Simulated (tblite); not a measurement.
## Geometry relaxation of C3H5F2OS (part 4 of 4)

C3H5F2OS, multiplicity 2; GFN2-xTB geometry optimisation, gas phase (tblite 0.8.0). It belongs to a series of runs on one base structure; here: H removed from sp3 C.

Geometry of the input (Å):
```
O  0.5904  -1.4568  -1.8571
S  0.5959  -0.2147  -1.0123
C  -0.9015  0.5075  -0.6064
C  -1.6942  0.0612  0.5310
F  -2.8687  0.8118  0.6341
C  1.9111  -0.1362  0.1731
F  2.2858  1.1634  0.4837
H  -1.2664  1.3669  -1.1746
H  -1.1672  0.2745  1.5184
H  -2.0155  -1.0143  0.5046
H  1.7141  -0.7544  1.0812
H  2.8172  -0.6096  -0.3019
```

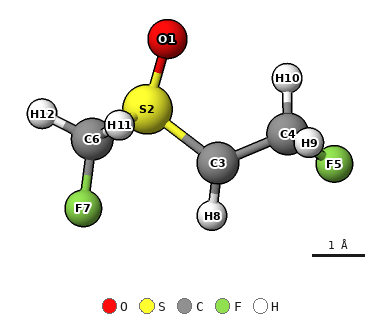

The geometry at step 80 of the log (ball-and-stick view, seen at a tilt; atoms are numbered from 1 in the order of the input).

Trajectory as extended XYZ, continued
```
12
Properties=species:S:1:pos:R:3:forces:R:3 step=74 energy=-697.68007
O     0.1817   -1.7660   -0.8554    0.0050   0.0010  -0.0060
S     0.4712   -0.3592   -1.1102    0.0030   0.0000   0.0050
C    -0.6171    0.5913   -0.1358   -0.0100  -0.0070   0.0010
C    -1.8288   -0.0197    0.4276   -0.0140  -0.0100   0.0010
F    -2.9686    0.6941    0.1214    0.0070  -0.0060  -0.0020
C     2.0537   -0.0362   -0.0794    0.0070   0.0000  -0.0030
F     2.2424    1.2949    0.0714    0.0070   0.0010  -0.0040
H    -0.5995    1.6515   -0.3168    0.0020   0.0110   0.0070
H    -1.7898   -0.0520    1.5289    0.0050   0.0030  -0.0030
H    -1.9627   -1.0415    0.0499    0.0080   0.0080   0.0020
H     1.9174   -0.5023    0.8974   -0.0070   0.0090  -0.0040
H     2.9011   -0.4557   -0.6250   -0.0140  -0.0090   0.0060
12
Properties=species:S:1:pos:R:3:forces:R:3 step=75 energy=-697.68012
O     0.1811   -1.7660   -0.8564    0.0080   0.0040  -0.0040
S     0.4707   -0.3589   -1.1098    0.0050  -0.0010   0.0040
C    -0.6170    0.5910   -0.1341   -0.0080  -0.0120  -0.0040
C    -1.8296   -0.0200    0.4276   -0.0060  -0.0070   0.0020
F    -2.9692    0.6937    0.1207    0.0060  -0.0060  -0.0060
C     2.0539   -0.0359   -0.0797    0.0070  -0.0030  -0.0010
F     2.2441    1.2952    0.0692    0.0030   0.0020  -0.0020
H    -0.5979    1.6509   -0.3152   -0.0010   0.0200   0.0090
H    -1.7915   -0.0519    1.5288    0.0050   0.0000   0.0020
H    -1.9620   -1.0417    0.0496    0.0030   0.0070   0.0030
H     1.9174   -0.5009    0.8976   -0.0080   0.0120  -0.0040
H     2.9012   -0.4563   -0.6243   -0.0130  -0.0140   0.0010
12
Properties=species:S:1:pos:R:3:forces:R:3 step=76 energy=-697.68016
O     0.1810   -1.7661   -0.8570    0.0100   0.0060  -0.0020
S     0.4702   -0.3587   -1.1090    0.0050  -0.0010   0.0010
C    -0.6171    0.5905   -0.1322   -0.0030  -0.0110  -0.0080
C    -1.8307   -0.0203    0.4277    0.0040  -0.0010   0.0010
F    -2.9700    0.6932    0.1196    0.0040  -0.0050  -0.0090
C     2.0543   -0.0355   -0.0801    0.0030  -0.0030   0.0010
F     2.2462    1.2956    0.0670   -0.0010   0.0020  -0.0020
H    -0.5962    1.6504   -0.3130   -0.0050   0.0220   0.0120
H    -1.7935   -0.0517    1.5287    0.0020  -0.0030   0.0050
H    -1.9617   -1.0417    0.0491   -0.0030   0.0020   0.0040
H     1.9176   -0.4991    0.8976   -0.0070   0.0110   0.0000
H     2.9010   -0.4573   -0.6243   -0.0090  -0.0180  -0.0030
12
Properties=species:S:1:pos:R:3:forces:R:3 step=78 energy=-697.68030
O     0.1823   -1.7658   -0.8586    0.0120   0.0080   0.0040
S     0.4696   -0.3575   -1.1070    0.0010   0.0040  -0.0090
C    -0.6174    0.5892   -0.1272    0.0070   0.0070  -0.0190
C    -1.8336   -0.0210    0.4279    0.0230   0.0080   0.0010
F    -2.9720    0.6915    0.1157   -0.0010   0.0020  -0.0100
C     2.0557   -0.0342   -0.0815   -0.0090  -0.0010   0.0040
F     2.2525    1.2966    0.0614   -0.0030  -0.0020  -0.0090
H    -0.5930    1.6497   -0.3064   -0.0120   0.0100   0.0180
H    -1.7990   -0.0517    1.5288   -0.0040  -0.0070   0.0110
H    -1.9618   -1.0418    0.0482   -0.0090  -0.0160   0.0040
H     1.9184   -0.4936    0.8977   -0.0070   0.0040   0.0140
H     2.8994   -0.4619   -0.6250    0.0030  -0.0160  -0.0100
12
Properties=species:S:1:pos:R:3:forces:R:3 step=79 energy=-697.68044
O     0.1836   -1.7649   -0.8607    0.0130   0.0100   0.0070
S     0.4693   -0.3557   -1.1057   -0.0040   0.0080  -0.0140
C    -0.6173    0.5882   -0.1228    0.0110   0.0260  -0.0260
C    -1.8354   -0.0217    0.4281    0.0290   0.0060   0.0020
F    -2.9734    0.6895    0.1116   -0.0010   0.0070  -0.0100
C     2.0569   -0.0333   -0.0826   -0.0170  -0.0010   0.0040
F     2.2586    1.2974    0.0552   -0.0020  -0.0090  -0.0150
H    -0.5912    1.6496   -0.2997   -0.0130  -0.0040   0.0210
H    -1.8040   -0.0519    1.5290   -0.0080  -0.0060   0.0140
H    -1.9617   -1.0423    0.0482   -0.0100  -0.0270   0.0020
H     1.9183   -0.4879    0.8983   -0.0060  -0.0020   0.0250
H     2.8975   -0.4678   -0.6251    0.0090  -0.0090  -0.0110
12
Properties=species:S:1:pos:R:3:forces:R:3 step=80 energy=-697.68067
O     0.1849   -1.7626   -0.8652    0.0140   0.0120   0.0100
S     0.4692   -0.3521   -1.1046   -0.0110   0.0100  -0.0180
C    -0.6167    0.5873   -0.1164    0.0120   0.0510  -0.0310
C    -1.8372   -0.0229    0.4285    0.0260  -0.0030   0.0020
F    -2.9750    0.6859    0.1052    0.0020   0.0140  -0.0070
C     2.0583   -0.0321   -0.0839   -0.0230  -0.0030   0.0030
F     2.2680    1.2985    0.0445    0.0020  -0.0230  -0.0220
H    -0.5896    1.6500   -0.2888   -0.0120  -0.0190   0.0230
H    -1.8114   -0.0525    1.5294   -0.0090  -0.0020   0.0180
H    -1.9607   -1.0436    0.0490   -0.0090  -0.0360  -0.0030
H     1.9168   -0.4783    0.9001   -0.0050  -0.0050   0.0340
H     2.8946   -0.4783   -0.6237    0.0130   0.0060  -0.0080
12
Properties=species:S:1:pos:R:3:forces:R:3 step=82 energy=-697.68141
O     0.1853   -1.7524   -0.8828    0.0140   0.0110   0.0070
S     0.4690   -0.3393   -1.1070   -0.0190   0.0050  -0.0120
C    -0.6143    0.5876   -0.1037    0.0020   0.0720  -0.0220
C    -1.8367   -0.0272    0.4299   -0.0080  -0.0340   0.0010
F    -2.9760    0.6733    0.0893    0.0120   0.0150   0.0010
C     2.0584   -0.0307   -0.0857   -0.0170  -0.0130   0.0030
F     2.2924    1.2990    0.0106    0.0130  -0.0530  -0.0220
H    -0.5890    1.6533   -0.2590    0.0020  -0.0290   0.0100
H    -1.8259   -0.0537    1.5311   -0.0020   0.0130   0.0180
H    -1.9516   -1.0503    0.0540   -0.0010  -0.0310  -0.0130
H     1.9035   -0.4495    0.9089    0.0030   0.0040   0.0210
H     2.8861   -0.5107   -0.6116    0.0000   0.0410   0.0070
12
Properties=species:S:1:pos:R:3:forces:R:3 step=83 energy=-697.68175
O     0.1836   -1.7475   -0.8899    0.0090   0.0020   0.0010
S     0.4687   -0.3343   -1.1101   -0.0130   0.0040  -0.0020
C    -0.6135    0.5892   -0.1027   -0.0050   0.0440  -0.0060
C    -1.8343   -0.0294    0.4305   -0.0190  -0.0350  -0.0020
F    -2.9745    0.6683    0.0856    0.0090   0.0060   0.0050
C     2.0563   -0.0314   -0.0852   -0.0090  -0.0170   0.0070
F     2.2992    1.2973   -0.0013    0.0150  -0.0390  -0.0110
H    -0.5903    1.6554   -0.2500    0.0080  -0.0110  -0.0010
H    -1.8269   -0.0537    1.5318    0.0040   0.0150   0.0120
H    -1.9456   -1.0540    0.0561    0.0000  -0.0150  -0.0120
H     1.8954   -0.4398    0.9133    0.0070   0.0100   0.0020
H     2.8831   -0.5210   -0.6041   -0.0070   0.0350   0.0090
12
Properties=species:S:1:pos:R:3:forces:R:3 step=84 energy=-697.68194
O     0.1821   -1.7453   -0.8922    0.0030  -0.0060  -0.0030
S     0.4680   -0.3321   -1.1114   -0.0030   0.0050   0.0030
C    -0.6138    0.5907   -0.1030   -0.0070   0.0080   0.0050
C    -1.8334   -0.0309    0.4305   -0.0130  -0.0200  -0.0050
F    -2.9738    0.6661    0.0844    0.0030  -0.0020   0.0060
C     2.0549   -0.0323   -0.0846   -0.0010  -0.0120   0.0070
F     2.3023    1.2956   -0.0067    0.0110  -0.0160  -0.0020
H    -0.5905    1.6567   -0.2462    0.0070   0.0090  -0.0070
H    -1.8266   -0.0534    1.5320    0.0040   0.0090   0.0050
H    -1.9422   -1.0560    0.0560   -0.0030  -0.0020  -0.0060
H     1.8925   -0.4357    0.9161    0.0060   0.0100  -0.0090
H     2.8817   -0.5240   -0.6010   -0.0090   0.0160   0.0070
12
Properties=species:S:1:pos:R:3:forces:R:3 step=86 energy=-697.68202
O     0.1822   -1.7441   -0.8948   -0.0010  -0.0010   0.0000
S     0.4673   -0.3302   -1.1107    0.0020   0.0020   0.0010
C    -0.6149    0.5911   -0.1013    0.0020  -0.0070   0.0010
C    -1.8345   -0.0323    0.4304    0.0010   0.0020  -0.0020
F    -2.9748    0.6641    0.0831   -0.0040  -0.0050   0.0040
C     2.0546   -0.0328   -0.0843    0.0050   0.0000   0.0040
F     2.3072    1.2944   -0.0115    0.0050  -0.0020   0.0000
H    -0.5897    1.6572   -0.2426    0.0010   0.0120  -0.0060
H    -1.8280   -0.0525    1.5321   -0.0010  -0.0020   0.0010
H    -1.9409   -1.0573    0.0551   -0.0070  -0.0010   0.0010
H     1.8928   -0.4310    0.9182    0.0010   0.0020  -0.0060
H     2.8799   -0.5273   -0.5997   -0.0040   0.0010   0.0030
12
Properties=species:S:1:pos:R:3:forces:R:3 step=87 energy=-697.68203
O     0.1827   -1.7434   -0.8963   -0.0020   0.0020   0.0010
S     0.4673   -0.3291   -1.1103    0.0010   0.0010  -0.0010
C    -0.6151    0.5911   -0.0999    0.0040  -0.0030  -0.0020
C    -1.8351   -0.0327    0.4304    0.0030   0.0040  -0.0010
F    -2.9754    0.6632    0.0820   -0.0040  -0.0040   0.0030
C     2.0549   -0.0327   -0.0843    0.0040   0.0030   0.0020
F     2.3100    1.2941   -0.0136    0.0050   0.0000  -0.0010
H    -0.5898    1.6574   -0.2410    0.0000   0.0070  -0.0040
H    -1.8293   -0.0523    1.5321   -0.0020  -0.0040   0.0010
H    -1.9409   -1.0577    0.0551   -0.0070  -0.0020   0.0010
H     1.8930   -0.4287    0.9189   -0.0010  -0.0010  -0.0020
H     2.8789   -0.5296   -0.5992    0.0000  -0.0010   0.0020
```

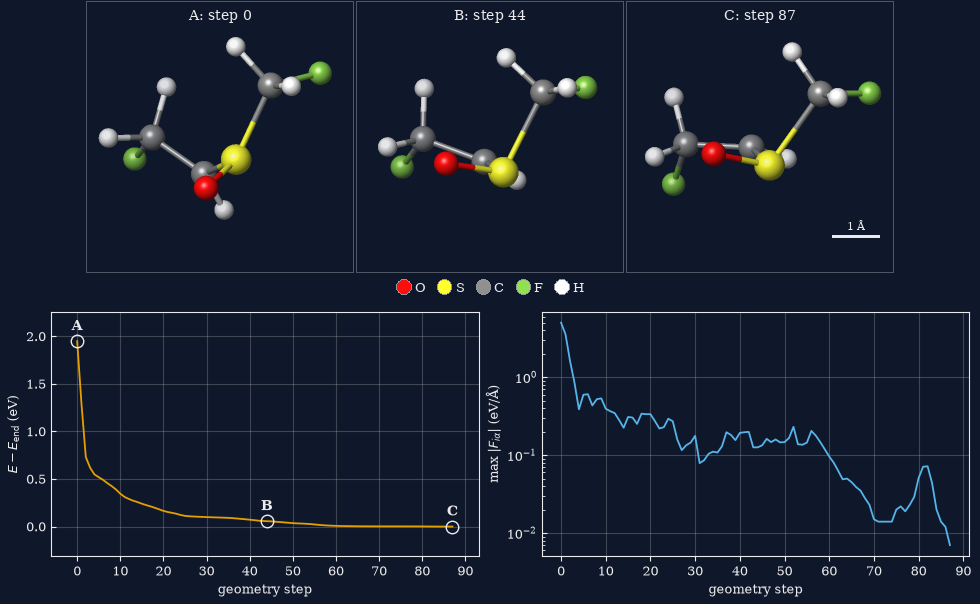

Frames of the relaxation (ball-and-stick view, seen at a tilt) above the curves, on which the letters mark them (steps are counted from 0).

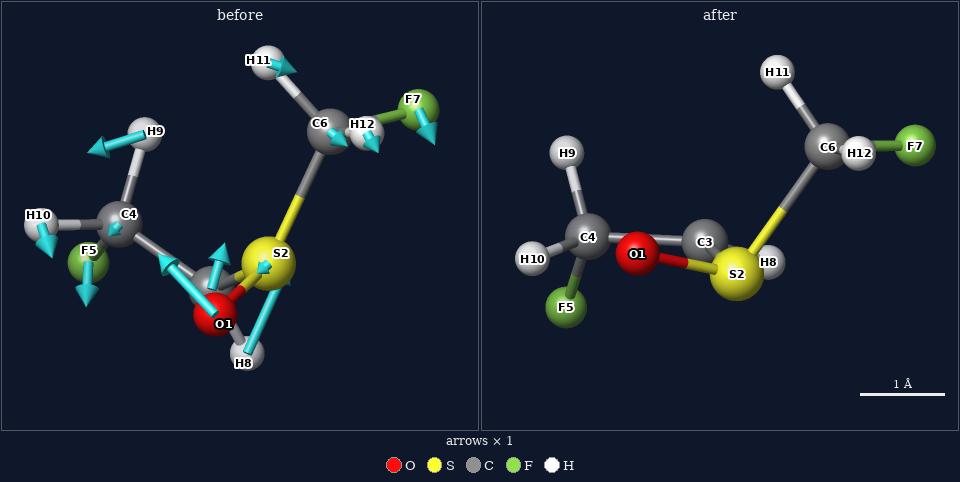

Before (left) and after (right) the relaxation, at one scale (ball-and-stick view, seen at a tilt). The teal arrows give the displacements, at true length. After 87 geometry steps the energy has fallen by 1.949 eV. The largest force component goes from 5 to 0.007 eV/Å. H8 moves most after the best rigid fit: 1.21 Å. Largest moves by element: H 1.21 Å, O 1.07 Å, C 0.59 Å, F 0.59 Å, S 0.19 Å. Among the contacts that change: S2–C6 1.772 → 1.913 Å, O1–S2 1.502 → 1.458 Å, C4–H9 1.139 → 1.102 Å, C6–H12 1.127 → 1.091 Å. Among the angles that change: C3–S2–C6 118.2° → 97.0°, O1–S2–C6 114.6° → 103.5°, O1–S2–C3 118.6° → 107.8°. (Atoms are counted from 1 in the order of the input.)
